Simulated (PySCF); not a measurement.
# C4H7ClSSi2: electronic excitations

Aim: predict the electronic excitations of C4H7ClSSi2 (`C#C/C([SiH3])=C/S[SiH2]Cl`).

The runs use PySCF 2.14.0, with density-fitted response routines of our own; the level of theory stands in each step. All values are computed, except where a source is named. Atoms are numbered from 0 throughout.

## (1) The molecule as given

15 atoms, charge 0, multiplicity 1; geometry from: GFN2-xTB.

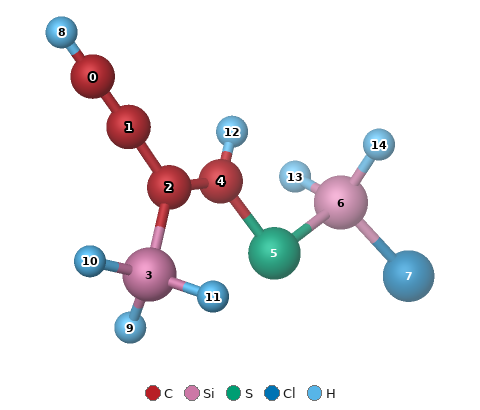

The starting geometry (carbon red, silicon pink, sulfur teal, chlorine blue, hydrogen blue), atoms numbered.

## (2) Ultraviolet spectrum: CAM-B3LYP/def2-SVPD

Job settings and geometry (Å):

```
{"job": {"kind": "uv", "xc": "CAM-B3LYP", "basis": "def2-SVPD", "nstates": 8, "ntriplets": 3}, "charge": 0, "multiplicity": 1}
C     -3.151759     1.379450    -0.376952
C     -2.176639     0.687301    -0.252340
C     -1.063385    -0.159674    -0.096888
Si    -1.357657    -1.998355     0.255355
C      0.165619     0.360175    -0.202115
S      1.616415    -0.609580    -0.022663
Si     3.125538     0.898019    -0.331792
Cl     4.901492     0.001399    -0.149851
H     -4.000211     1.986561    -0.485364
H     -0.738540    -2.780718    -0.815011
H     -2.806445    -2.202772     0.281396
H     -0.761802    -2.324853     1.551072
H      0.337565     1.408244    -0.404352
H      2.951760     1.439625    -1.672154
H      2.953634     1.923167     0.688437
```

Method: TDDFT CAM-B3LYP/def2-SVPD, vertical, gas phase, core orbitals frozen in the response.

Launch:

```sh
$ OMP_NUM_THREADS=1 python probes_run.py task.json out
```

This one command runs all jobs of the session in turn.

What will the session give for the following? lowest singlet (CAM-B3LYP/def2-SVPD); lowest triplet. Wanted: lowest singlet; lowest triplet.

**Answer**, as computed:

| quantity | value |
| --- | --- |
| lowest singlet (CAM-B3LYP/def2-SVPD) | 4.79 eV (259 nm), f = 0.469 |
| lowest triplet | 2.99 eV |

The first singlet state (HOMO→LUMO 0.95) lies at 4.79 eV and is bright. The lowest triplet lies 1.80 eV below the lowest singlet (triplets in Tamm-Dancoff, singlets in full TDDFT).
